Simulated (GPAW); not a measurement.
# Work function of Li/W(100) at several levels, part 2 of 3

How far do functional and basis move the work function of Li/W(100)?

GPAW 26.7.0; GPAW, PAW setups; slab in vacuum, relaxation (the session's first sound run).

So far, upper work function (eV): step 2 (relaxation, PBE, GPAW) 3.08; step 3 (plane waves, PBE) 3.08; step 4 (OptPBE vdW: xc = "optPBE-vdW", GPAW, PAW setups, GPAW) 3.20.

## (5) Self-consistent run: xc = "revPBE"

The same geometry under revPBE, to see how far the functional moves the levels against the vacuum.

Input file run.py:

```python
import json
import numpy as np
from ase import Atoms
from gpaw import GPAW, PW

slab = Atoms(
    ['W', 'W', 'W', 'W', 'W', 'Li'],
    positions=[
        [0.00000, 0.00000, 8.00000],
        [1.58000, 1.58000, 9.58000],
        [0.00000, 0.00000, 11.16000],
        [1.58000, 1.58000, 12.77978],
        [-0.00000, -0.00000, 14.26678],
        [1.58000, 1.58000, 16.07871]],
    cell=[[3.16, 0.0, 0.0], [0.0, 3.16, 0.0], [0.0, 0.0, 24.38863]],
    pbc=[True, True, False])

slab.calc = GPAW(mode=PW(400), xc='revPBE', kpts={'size': (10, 10, 1), 'gamma': True},
                 occupations={'name': 'fermi-dirac', 'width': 0.1}, nbands='300%',
                 convergence={'density': 1e-05}, maxiter=200,
                 poissonsolver={'dipolelayer': 'xy'},
                 symmetry={'tolerance': 1e-3}, txt='slab.txt')
result = {}
energy = slab.get_potential_energy()
fermi = slab.calc.get_fermi_level()
v = slab.calc.get_electrostatic_potential().mean((0, 1)) - fermi
n = slab.calc.get_pseudo_density().mean((0, 1))
L = slab.cell[2, 2]
z = np.arange(len(v)) * L / len(v)
low, high = slab.positions[:, 2].min(), slab.positions[:, 2].max()
below, above = np.interp([low - 5.8, high + 5.8], z, v)
slopes = [np.interp(x, z, np.gradient(v, z)) for x in (low - 5.8, high + 5.8)]
eps = np.array([[slab.calc.get_eigenvalues(k, s) for k in range(len(slab.calc.get_ibz_k_points()))]
                for s in range(slab.calc.get_number_of_spins())]) - fermi
top, bottom = eps[eps < 0].max(), eps[eps > 0].min()
dipole = slab.get_dipole_moment()[2]
print(f'energy {energy:.4f} eV, Fermi level {fermi:.4f} eV, dipole {dipole:.5f} e A')
print(f'potential 5.8 A off the faces, from the Fermi level: lower {below:.4f} eV, upper {above:.4f} eV')
print(f'slope of the potential there: lower {slopes[0]:.5f}, upper {slopes[1]:.5f} eV/A')
print(f'nearest levels on the mesh: {top:.4f} and {bottom:.4f} eV')
print('magnetic moment', round(slab.get_magnetic_moment(), 3))
result.update(energy=energy, fermi=fermi, dipole=dipole, below=below, above=above, slopes=slopes, edges=[top, bottom],
              z=z.tolist(), v=v.tolist(), n=n.tolist(), positions=slab.positions.tolist(),
              forces=slab.get_forces(apply_constraint=False).tolist(), moments=slab.get_magnetic_moments().tolist())
json.dump(result, open('result.json', 'w'))
```

Run with:

```console
$ OMP_NUM_THREADS=1 OPENBLAS_NUM_THREADS=1 python run.py
```

Output:

```text
energy -53.2505 eV, Fermi level 2.6729 eV, dipole 0.06107 e A
potential 5.8 A off the faces, from the Fermi level: lower 4.1059 eV, upper 3.0017 eV
slope of the potential there: lower -0.00064, upper 0.00052 eV/A
nearest levels on the mesh: -0.0009 and 0.0160 eV
magnetic moment 0.0
```

The job ended after 4.9 min (1 thread of Intel Xeon at 2.80GHz (Skylake/Cascade Lake), shared host; peak memory 0.37 GiB).

Numbers from this step:

| Quantity | Value |
| --- | --- |
| dipole along the normal | 0.06107 e·Å |
| levels nearest the Fermi level on the mesh | -8.76e-4, 0.01597 eV from the Fermi level |
| upper work function | 3.002 eV |
| lower work function | 4.106 eV |

The electrostatic potential energy of an electron (without an applied field's), less the Fermi level, planar mean oscillates, so the rows of the table below give means over windows of 1.63 Å about each position, cut where the curve ends. Its maxima inside the range that stand out by 2 % of the span (Å: eV): 1.1: 4.11, 8.7: -8.71, 10.4: -9.12, 12.0: -8.43, 13.5: -10.3, 15.5: -0.546. Its minima: 8.0: -20.1, 9.6: -20.6, 11.2: -20.7, 12.8: -20.7, 14.2: -20.1, 16.1: -1.75.

Electrostatic potential energy of an electron (without an applied field's), less the Fermi level, planar mean against z; means over each step:

```
z (Å)  electrostatic potential energy of an electron (without an applied field's), less the Fermi level, planar mean (eV)
 0.81                                                                                                                4.04
 2.44                                                                                                                4.11
 4.07                                                                                                                4.09
 5.71                                                                                                                3.67
 7.33                                                                                                               -7.71
 8.96                                                                                                               -14.5
10.59                                                                                                               -14.8
12.22                                                                                                               -14.3
13.85                                                                                                               -15.0
15.48                                                                                                               -2.84
17.11                                                                                                                1.43
18.75                                                                                                                2.92
20.38                                                                                                                3.00
22.00                                                                                                                3.00
23.64                                                                                                                3.04
```

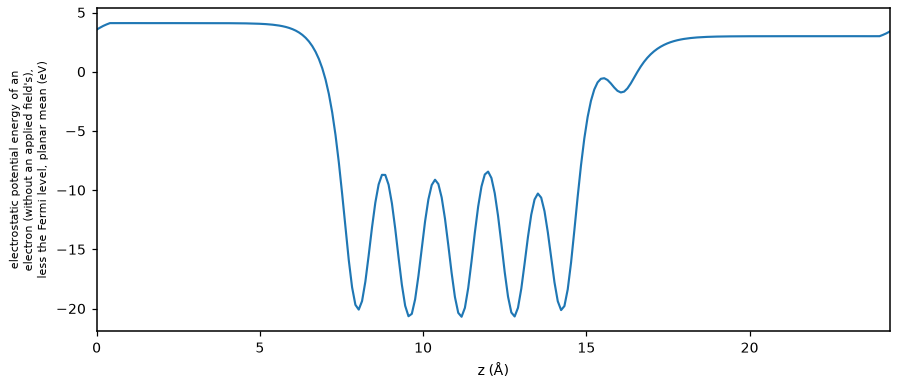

Electrostatic potential energy of an electron (without an applied field's), less the Fermi level, planar mean against z.

The upper face's work function is 3.002 eV, against 3.084 eV in the first plane-wave PBE run at this geometry.

## (6) Self-consistent run: xc = "RPBE"

The same geometry under RPBE, to see how far the functional moves the levels against the vacuum.

run.py, as its differences from that of step 5:

```diff
@@ -17,3 +17,3 @@
 
-slab.calc = GPAW(mode=PW(400), xc='revPBE', kpts={'size': (10, 10, 1), 'gamma': True},
+slab.calc = GPAW(mode=PW(400), xc='RPBE', kpts={'size': (10, 10, 1), 'gamma': True},
                  occupations={'name': 'fermi-dirac', 'width': 0.1}, nbands='300%',
```

Output:

```text
energy -52.7862 eV, Fermi level 2.6858 eV, dipole 0.05952 e A
potential 5.8 A off the faces, from the Fermi level: lower 4.0857 eV, upper 3.0095 eV
slope of the potential there: lower -0.00064, upper 0.00052 eV/A
nearest levels on the mesh: -0.0020 and 0.0142 eV
magnetic moment 0.0
```

Run time: 4.6 min. Hardware: 1 thread; peak memory 0.37 GiB.

This step gave:

* dipole along the normal: 0.05952 e·Å
* levels nearest the Fermi level on the mesh: -0.002046, 0.01423 eV from the Fermi level
* upper work function: 3.009 eV
* lower work function: 4.086 eV

The electrostatic potential energy of an electron (without an applied field's), less the Fermi level, planar mean oscillates, so the rows of the table below give means over windows of 1.63 Å about each position, cut where the curve ends. Its maxima inside the range that stand out by 2 % of the span (Å: eV): 1.1: 4.09, 8.7: -8.73, 10.4: -9.15, 12.0: -8.46, 13.5: -10.3, 15.5: -0.555. Its minima: 8.0: -20.1, 9.6: -20.7, 11.2: -20.7, 12.8: -20.7, 14.2: -20.1, 16.1: -1.75.

The electrostatic potential energy of an electron (without an applied field's), less the Fermi level, planar mean by z; means over each step:

```
z (Å)  electrostatic potential energy of an electron (without an applied field's), less the Fermi level, planar mean (eV)
 0.81                                                                                                                4.02
 2.44                                                                                                                4.09
 4.07                                                                                                                4.07
 5.71                                                                                                                3.64
 7.33                                                                                                               -7.73
 8.96                                                                                                               -14.5
10.59                                                                                                               -14.8
12.22                                                                                                               -14.3
13.85                                                                                                               -15.1
15.48                                                                                                               -2.85
17.11                                                                                                                1.43
18.75                                                                                                                2.93
20.38                                                                                                                3.01
22.00                                                                                                                3.01
23.64                                                                                                                3.05
```

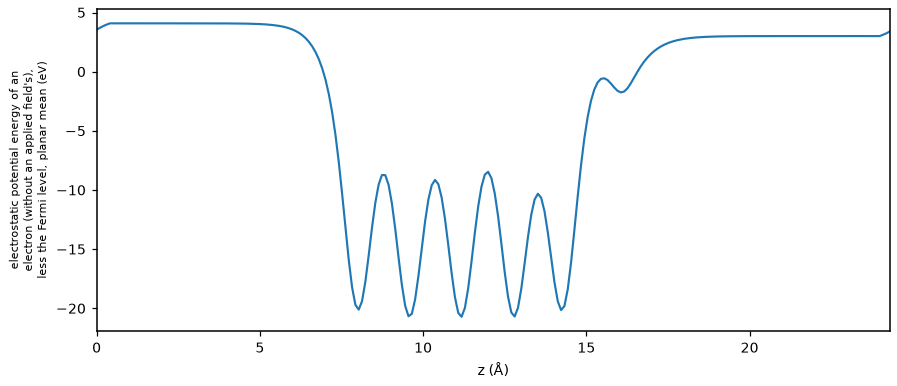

Electrostatic potential energy of an electron (without an applied field's), less the Fermi level, planar mean, plotted against z.

The upper face's work function is 3.009 eV, against 3.084 eV in the first plane-wave PBE run at this geometry.

## (7) Self-consistent run: xc = "vdW-DF2"

The same geometry under vdW-DF2, to see how far the functional moves the levels against the vacuum (the van der Waals functionals take revPBE setups).

run.py, as its differences from that of step 6:

```diff
@@ -17,3 +17,3 @@
 
-slab.calc = GPAW(mode=PW(400), xc='RPBE', kpts={'size': (10, 10, 1), 'gamma': True},
+slab.calc = GPAW(mode=PW(400), xc='vdW-DF2', kpts={'size': (10, 10, 1), 'gamma': True},
                  occupations={'name': 'fermi-dirac', 'width': 0.1}, nbands='300%',
```

Output:

```text
energy -802.0584 eV, Fermi level 2.5387 eV, dipole 0.07521 e A
potential 5.8 A off the faces, from the Fermi level: lower 4.6073 eV, upper 3.2466 eV
slope of the potential there: lower -0.00093, upper 0.00090 eV/A
nearest levels on the mesh: -0.0116 and 0.0062 eV
magnetic moment 0.0
```

It took 4.9 min on 1 thread; peak memory 0.51 GiB.

This step gave:

```
dipole along the normal                    : 0.07521 e·Å
levels nearest the Fermi level on the mesh : -0.01165, 0.006161 eV from the Fermi level
upper work function                        : 3.247 eV
lower work function                        : 4.607 eV
```

The electrostatic potential energy of an electron (without an applied field's), less the Fermi level, planar mean oscillates, so the rows of the table below give means over windows of 1.63 Å about each position, cut where the curve ends. Its maxima inside the range that stand out by 2 % of the span (Å: eV): 1.1: 4.61, 8.7: -8.89, 10.4: -9.33, 12.0: -8.66, 13.5: -10.5, 15.5: -0.549. Its minima: 8.0: -20.3, 9.6: -20.9, 11.2: -20.9, 12.8: -20.9, 14.2: -20.3, 16.1: -1.73.

The electrostatic potential energy of an electron (without an applied field's), less the Fermi level, planar mean by z; means over each step:

```
z (Å)  electrostatic potential energy of an electron (without an applied field's), less the Fermi level, planar mean (eV)
 0.81                                                                                                                4.53
 2.44                                                                                                                4.61
 4.07                                                                                                                4.59
 5.71                                                                                                                4.06
 7.33                                                                                                               -7.73
 8.96                                                                                                               -14.7
10.59                                                                                                               -15.0
12.22                                                                                                               -14.5
13.85                                                                                                               -15.2
15.48                                                                                                               -2.86
17.11                                                                                                                1.51
18.75                                                                                                                3.13
20.38                                                                                                                3.24
22.00                                                                                                                3.25
23.64                                                                                                                3.29
```

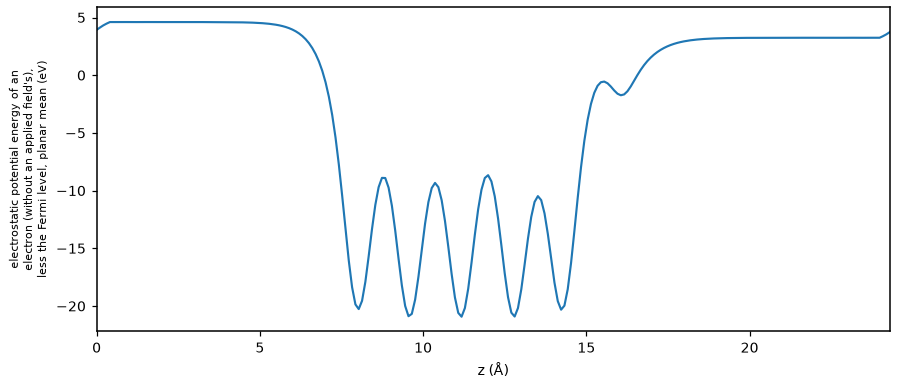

Electrostatic potential energy of an electron (without an applied field's), less the Fermi level, planar mean against z.

The upper face's work function is 3.247 eV, against 3.084 eV in the first plane-wave PBE run at this geometry.

## (8) Self-consistent run: xc = "LDA"

The same geometry under LDA, to see how far the functional moves the levels against the vacuum.

run.py, as its differences from that of step 7:

```diff
@@ -17,3 +17,3 @@
 
-slab.calc = GPAW(mode=PW(400), xc='vdW-DF2', kpts={'size': (10, 10, 1), 'gamma': True},
+slab.calc = GPAW(mode=PW(400), xc='LDA', kpts={'size': (10, 10, 1), 'gamma': True},
                  occupations={'name': 'fermi-dirac', 'width': 0.1}, nbands='300%',
```

Output:

```text
energy -61.1452 eV, Fermi level 2.3415 eV, dipole 0.07357 e A
potential 5.8 A off the faces, from the Fermi level: lower 4.5260 eV, upper 3.1952 eV
slope of the potential there: lower -0.00063, upper 0.00056 eV/A
nearest levels on the mesh: -0.0017 and 0.0156 eV
magnetic moment 0.0
```

The job ended after 4.5 min (1 thread; peak memory 0.37 GiB).

This step gave:

| Property | Result |
| --- | --- |
| dipole along the normal | 0.07357 e·Å |
| levels nearest the Fermi level on the mesh | -0.001699, 0.01562 eV from the Fermi level |
| upper work function | 3.195 eV |
| lower work function | 4.526 eV |

The electrostatic potential energy of an electron (without an applied field's), less the Fermi level, planar mean oscillates, so the rows of the table below give means over windows of 1.63 Å about each position, cut where the curve ends. Its maxima inside the range that stand out by 2 % of the span (Å: eV): 1.1: 4.53, 8.7: -8.26, 10.4: -8.67, 12.0: -7.99, 13.5: -9.83, 15.5: -0.246. Its minima: 8.0: -19.7, 9.6: -20.3, 11.2: -20.3, 12.8: -20.3, 14.2: -19.7, 16.1: -1.54.

The electrostatic potential energy of an electron (without an applied field's), less the Fermi level, planar mean by z; means over each step:

```
z (Å)  electrostatic potential energy of an electron (without an applied field's), less the Fermi level, planar mean (eV)
 0.81                                                                                                                4.45
 2.44                                                                                                                4.53
 4.07                                                                                                                4.52
 5.71                                                                                                                4.09
 7.33                                                                                                               -7.33
 8.96                                                                                                               -14.1
10.59                                                                                                               -14.4
12.22                                                                                                               -13.9
13.85                                                                                                               -14.6
15.48                                                                                                               -2.54
17.11                                                                                                                1.60
18.75                                                                                                                3.11
20.38                                                                                                                3.19
22.00                                                                                                                3.20
23.64                                                                                                                3.24
```

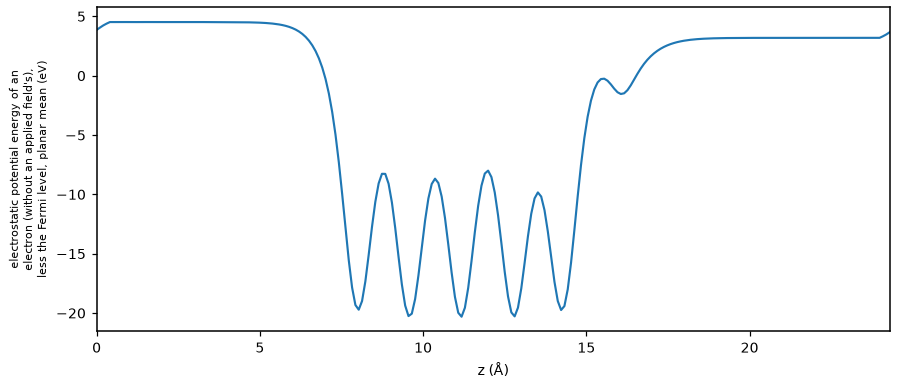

Electrostatic potential energy of an electron (without an applied field's), less the Fermi level, planar mean, plotted against z.

The upper face's work function is 3.195 eV, against 3.084 eV in the first plane-wave PBE run at this geometry.

## (9) Real-space grid: mode = "fd"

A real-space grid is a second complete basis, so it checks the plane-wave result.

run.py, as its differences from that of step 8:

```diff
@@ -3,3 +3,3 @@
 from ase import Atoms
-from gpaw import GPAW, PW
+from gpaw import GPAW
 
@@ -17,3 +17,3 @@
 
-slab.calc = GPAW(mode=PW(400), xc='LDA', kpts={'size': (10, 10, 1), 'gamma': True},
+slab.calc = GPAW(mode='fd', h=0.18, xc='PBE', kpts={'size': (10, 10, 1), 'gamma': True},
                  occupations={'name': 'fermi-dirac', 'width': 0.1}, nbands='300%',
```

Output:

```text
energy -55.5486 eV, Fermi level -3.6602 eV, dipole 0.06368 e A
potential 5.8 A off the faces, from the Fermi level: lower 4.2372 eV, upper 3.0831 eV
slope of the potential there: lower -0.00022, upper 0.00015 eV/A
nearest levels on the mesh: -0.0086 and 0.0020 eV
magnetic moment 0.0
```

It took 28 min on 1 thread; peak memory 1.8 GiB.

This step gave:

| Item | Value |
| --- | --- |
| dipole along the normal | 0.06368 e·Å |
| levels nearest the Fermi level on the mesh | -0.008649, 0.001974 eV from the Fermi level |
| upper work function | 3.083 eV |
| lower work function | 4.237 eV |

The upper face's work function is 3.083 eV, against 3.084 eV in the first plane-wave PBE run at this geometry.

(Continued in part 3 of 3.)

[Logs are printed without paths, hosts, clocks, repeated set-up lines and the standing remarks that a program may print on its own settings, such as how far it seeks lower states.]

[Hosts, paths, dates, database ids (printed as entryN), source tags and the programs' standing remarks are cut or masked in the printed files.]
